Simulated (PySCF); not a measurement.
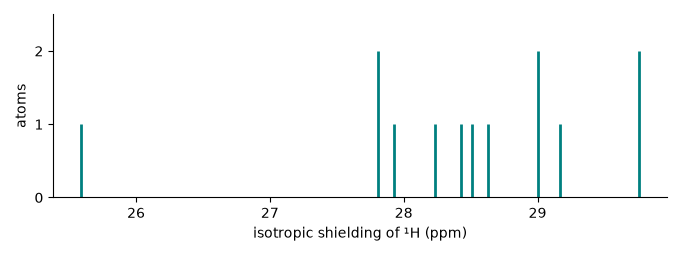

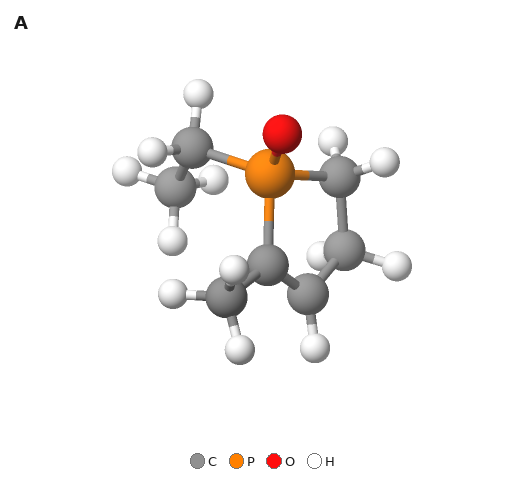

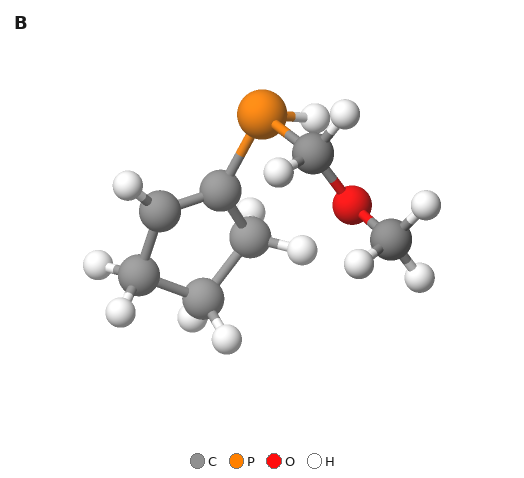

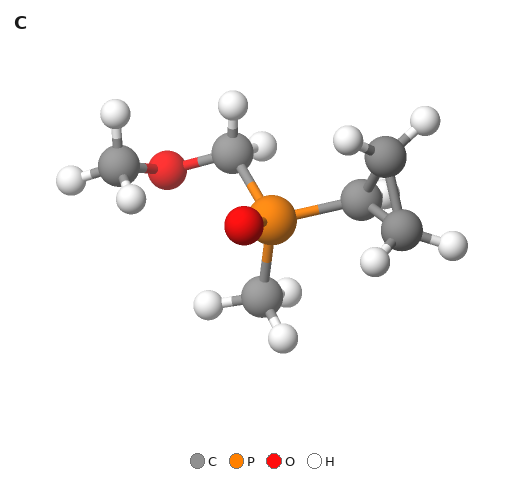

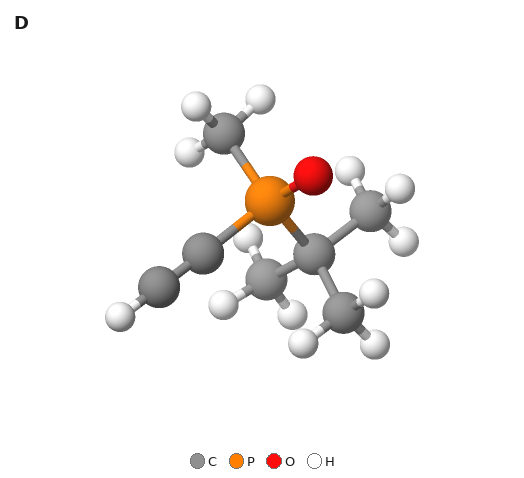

The sticks are computed shieldings of one of the molecules, for one fixed geometry (GFN2-xTB) without averaging over rotations. Low shielding means a high chemical shift. Method: GIAO PBE0/pcSseg-1 NMR shielding, non-relativistic, gas phase (PySCF 2.14.0).

> Match the spectrum to a structure.

B, `COCPC1=CCCC1`. Its 13 H atoms give lines at 25.59, 27.81 (2 atoms), 27.93, 28.23, 28.43, 28.51, 28.63, 29.01 (2 atoms), 29.17, 29.76 (2 atoms) ppm.

The geometry is semi-empirical. Around P such bond lengths and angles can be off by a tenth of an ångström or more and by several degrees, and values that hang on the shape move with them.
